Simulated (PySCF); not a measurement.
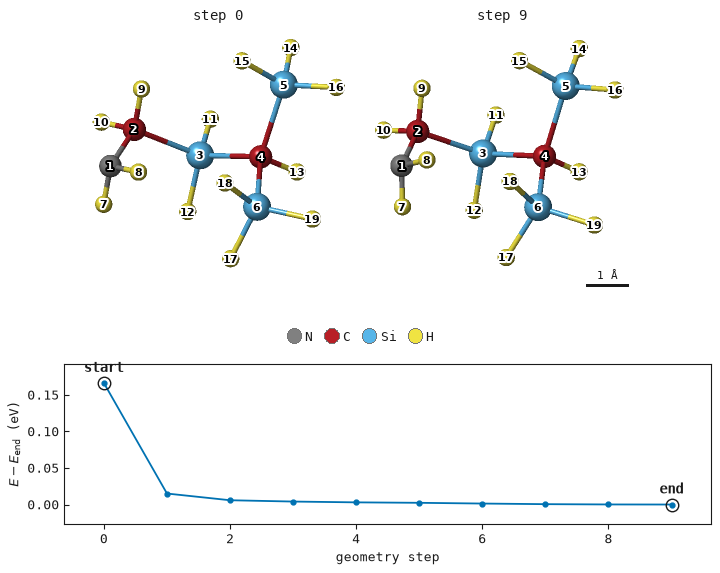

First and last geometry of a relaxation of C2H13NSi3, with the history of the run. Style: ball-and-stick. Shown at a tilt.

The start comes from GFN2-xTB. Its atoms were then displaced at random by about 0.01 Å.

All numbers below come from PySCF, PBE0-D3(BJ)/def2-SVP geometry optimisation, gas phase. 

Question: What do the curves and the structures tell?

Answer: It converged. The atom that moves furthest after the best rigid fit is H7 (0.45 Å). By element the largest moves are H 0.45 Å, N 0.21 Å, Si 0.10 Å, C 0.06 Å. Some distances before and after: C4–Si5 1.918 → 1.884 Å, Si5–H14 1.464 → 1.495 Å, C2–Si3 1.928 → 1.897 Å, Si3–H11 1.470 → 1.500 Å. Among the angles between lasting bonds that change: N1–C2–H10 105.3° → 109.5°, Si5–C4–H13 103.1° → 106.4°, C2–Si3–H11 107.9° → 111.0°. The energy falls by 0.166 eV in 9 geometry steps. Cost: 3.2 min on 1 thread of Arm Neoverse V1, with other jobs on the host.
